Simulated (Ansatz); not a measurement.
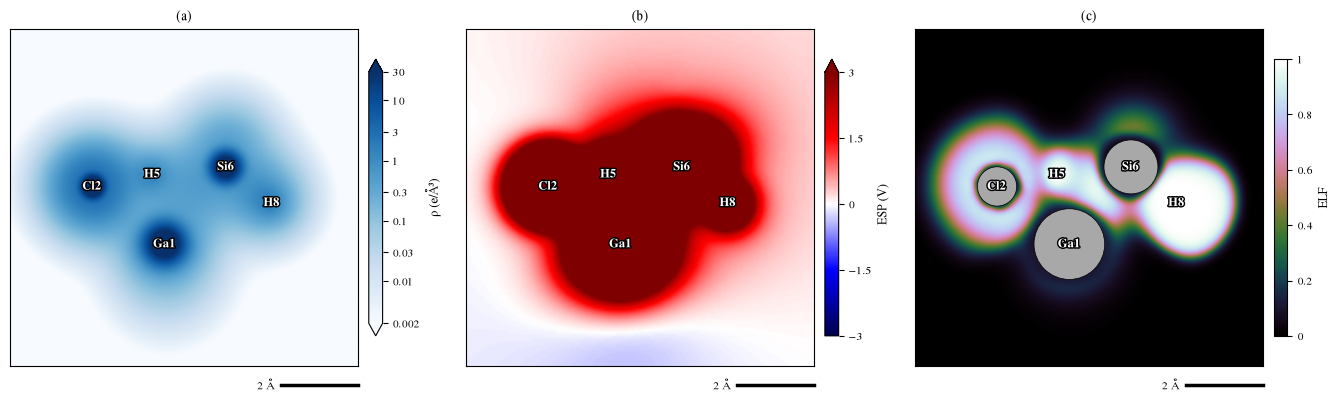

Figure 1: Cl3GaH4Si. (a) electron density; (b) electrostatic potential; (c) electron localisation function on the plane of atoms Ga1, Cl2 and H5. Grey discs cover the atomic cores in the ELF map.

A transition-state structure; geometry: PBE0-D4/def2-TZVP.

Level of theory: RKS PBE0-D4/def2-TZVPP in Ansatz.

```yaml
atoms:
  - { symbol: Ga, position_ang: [-0.8639, -0.2410, -0.8955] }
  - { symbol: Cl, position_ang: [0.6262, 1.1634, -2.1440] }
  - { symbol: Cl, position_ang: [-0.7763, -2.2219, -1.6737] }
  - { symbol: Cl, position_ang: [-2.7140, 0.7772, -0.6179] }
  - { symbol: H, position_ang: [0.7069, 0.6892, -0.6513] }
  - { symbol: Si, position_ang: [0.6376, -0.0021, 1.1659] }
  - { symbol: H, position_ang: [1.9625, -0.6629, 1.0923] }
  - { symbol: H, position_ang: [-0.3075, -0.8472, 1.9461] }
  - { symbol: H, position_ang: [0.7285, 1.3453, 1.7780] }
```

> Interpret the plot.

Atoms in the plane: Ga, Cl, H and Si.
Ga–Si (2.56 Å): the density is about 0.42 e/Å³ at the midpoint; the ELF peaks at about 0.90 between the atoms, as expected for a shared electron pair.
Si–H (1.49 Å): the density is about 0.79 e/Å³ at the midpoint; the ELF climbs to about 1 towards the hydrogen, as it does in any bond to H.
Ga–Cl (2.40 Å): ρ is about 0.45 e/Å³ halfway, with its minimum of 0.39 e/Å³ about 1.0 Å from Ga; the ELF peaks at about 0.80 in the valence shell of Cl, 0.8 Å from its nucleus, and is about 0.45 at the midpoint.
Cl–H (1.57 Å): ρ at the midpoint is about 1.3 e/Å³; the ELF climbs to about 1 towards the hydrogen.
Ga–H (1.84 Å): ρ at the midpoint is about 0.47 e/Å³; the ELF climbs to about 0.95 towards the hydrogen.
The ELF also peaks beside Cl2, away from the bonds: lone-pair regions.
Outside the dense part of the molecule the potential is most negative (−0.3 V) near Cl4, which lies off the plane.
